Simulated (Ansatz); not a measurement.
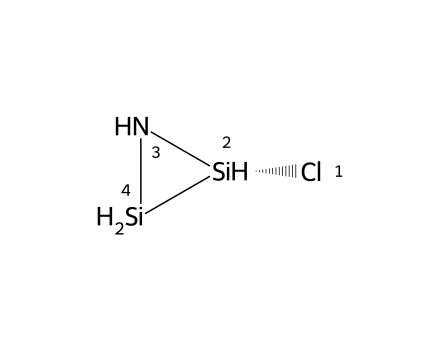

A structural formula, with wedges where it has stereocentres; small numbers name the atoms. The configuration is that of a computed structure (PBE0-D4/def2-TZVP).

> What are the Cahn–Ingold–Prelog descriptors?

Si2: S.
